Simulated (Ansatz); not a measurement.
Calculation: PBE (plane waves to 420 eV, PAW; Ansatz, a program for electronic structure).

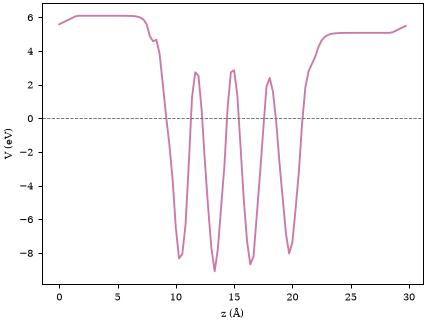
Planar average of the electrostatic potential across the slab, in eV from the highest filled level, for a constructed model of the (111)B surface of zinc-blende ZnS, S-terminated, 2x2 Al adatom at T4 (bottom of the slab: 2 H on 4 bottom sites)

Model: 35-atom slab, 13.5 Å thick at the start with caps and adatoms (thin: gaps and levels are the slab's own), 3x3x1 mesh, Fermi-Dirac 0.025 eV, dipole correction, 8 atoms held, the rest relaxed; start symmetry kept, larger cells not searched; spin-polarised, ending with about 1.0 μB a cell; orders that need a larger cell were not tried, no spin-orbit, no U. In PBE it lies 0.03 eV a 1x1 cell over the lowest computed structure of the same composition (2x2 Al adatom at H3).

**Question.** The surface cell has an area of 51.33 Å². What dipole along the normal does the step between the two vacuum levels imply?

**Answer.** the top vacuum level lies 1.01 eV below the bottom one; p = −ε₀ A ΔV (ε₀ = 0.005526 e/(V·Å)) gives 0.29 e·Å a cell.
